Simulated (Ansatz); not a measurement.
# BLYP/3-21G run of H3O+ (oxonium)

Aim: the vertical singlet–triplet gap of H3O+ (oxonium) at BLYP/3-21G, from 2 runs. 

Program for the calculation: Ansatz 0.2.0.

## Step 1: Starting point

H3O+ has 4 atoms, charge +1, and is taken as a singlet. SMILES: `[OH3+]`. Geometry: relaxed at PBE0-D4/def2-TZVP.

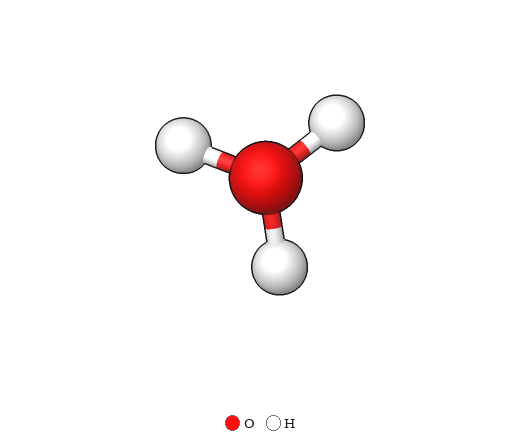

Viewed from a chosen angle; oxygen red, hydrogen white.

## Step 2: The energy at BLYP/3-21G

Input file molecule.yaml:

```yaml
crystal:
  periodic: [false, false, false]
  atoms:
    - {symbol: O, position_ang: [0.181970, -0.056700, -0.052760]}
    - {symbol: H, position_ang: [0.219060, 0.918440, 0.015140]}
    - {symbol: H, position_ang: [-0.408890, -0.368290, -0.767380]}
    - {symbol: H, position_ang: [0.007860, -0.493450, 0.805020]}
basis:
  gaussian: {orbitals: 3-21G.json}
hamiltonian: {xc: {name: BLYP}}
total_charge: 1
accuracy: high
```

The basis set 3-21G is read from a file made from the Basis Set Exchange's data (not shown).

Started as:

```
$ ansatz run molecule.yaml --threads 1 --pin off --max-ram 3480MiB --events-out events.jsonl --progress --plain --runs-dir runs
```

Standard output:

```text
Warning: RAYON_NUM_THREADS=1 ignored (pool sized by the plan → 1); use --threads N
Functional definition: BLYP
  name "BLYP"
  parameter beta = 0.0042
  parameter a = 0.04918
  parameter b = 0.132
  parameter c = 0.2533
  parameter d = 0.349
  exchange = b88_x(beta = beta)
  correlation = lyp_c(a = a, b = b, c = c, d = d)
234 factors; integrals over basis functions are off by at most 4.1e-9 eV
mean field evaluation 1: about -2061.2804 eV, gradient 9.8e1 eV
mean field evaluation 2: about -2043.7214 eV, gradient 1.3e2 eV
mean field evaluation 4: about -2074.9504 eV, gradient 2.6e-1 eV
mean field evaluation 8: about -2074.9385 eV, gradient 2.0e-3 eV
mean field evaluation 16: about -2074.9385 eV, gradient 1.5e-8 eV
mean field -2074.93847667 eV, -76.2525825738 hartree, gradient 1.6e-8 eV, S^2 0.000000; 0 other end points of the search recorded, 0 dependent functions left out
reference -2074.93850219 eV, -76.2525835116 hartree; 5, 5 occupied and 10, 10 virtual orbitals, 234 factors
Total energy: -2074.93850219 eV, -76.2525835116 hartree
```

Wall time 0.38 s (1 thread of Arm Neoverse V2, shared host).

## Step 3: The triplet, same level

Input file in.yaml:

```yaml
crystal:
  periodic: [false, false, false]
  atoms:
    - {symbol: O, position_ang: [0.181970, -0.056700, -0.052760]}
    - {symbol: H, position_ang: [0.219060, 0.918440, 0.015140]}
    - {symbol: H, position_ang: [-0.408890, -0.368290, -0.767380]}
    - {symbol: H, position_ang: [0.007860, -0.493450, 0.805020]}
basis:
  gaussian:
    orbitals: 3-21G.json
total_charge: 1
magnetization:
  spin_polarized: true
  initial_magnetization: 2
hamiltonian:
  xc: {name: BLYP}
accuracy: high
```

The basis set 3-21G is read from a file made from the Basis Set Exchange's data (not shown).

Started as:

```
$ ansatz run in.yaml --threads 1 --pin off --max-ram 3480MiB --events-out events.jsonl --progress --plain --runs-dir runs
```

Standard output, shortened:

```text
Warning: RAYON_NUM_THREADS=1 ignored (pool sized by the plan → 1); use --threads N
[... 9 set-up lines as earlier in the session ...]
234 factors; integrals over basis functions are off by at most 4.1e-9 eV
mean field evaluation 1: about -2059.2184 eV, gradient 4.1e1 eV
mean field evaluation 2: about -2055.9810 eV, gradient 5.0e1 eV
mean field evaluation 4: about -2064.1966 eV, gradient 1.5e-1 eV
mean field evaluation 8: about -2064.1869 eV, gradient 2.6e-3 eV
mean field evaluation 16: about -2064.1869 eV, gradient 4.2e-7 eV
mean field -2064.18694085 eV, -75.8574709200 hartree, gradient 3.1e-8 eV, S^2 2.000208; 0 other end points of the search recorded, 0 dependent functions left out
reference -2064.18696772 eV, -75.8574719076 hartree; 6, 4 occupied and 9, 11 virtual orbitals, 234 factors
Total energy: -2064.18696772 eV, -75.8574719076 hartree
```

Run time: 0.6 s. Hardware: 1 thread of Arm Neoverse V2, shared host; peak memory 0.092 GiB.

## Step 4: Results

Level: BLYP/3-21G.

```
                                        quantity         value
                           singlet: total energy  -76.25258 Eh
                           triplet: total energy  -75.85747 Eh
                                   triplet: ⟨S²⟩         2.000
vertical energy of the triplet above the singlet     10.752 eV
```

**Reading.** At this shape the triplet lies 10.75 eV (1037 kJ/mol) above the singlet.
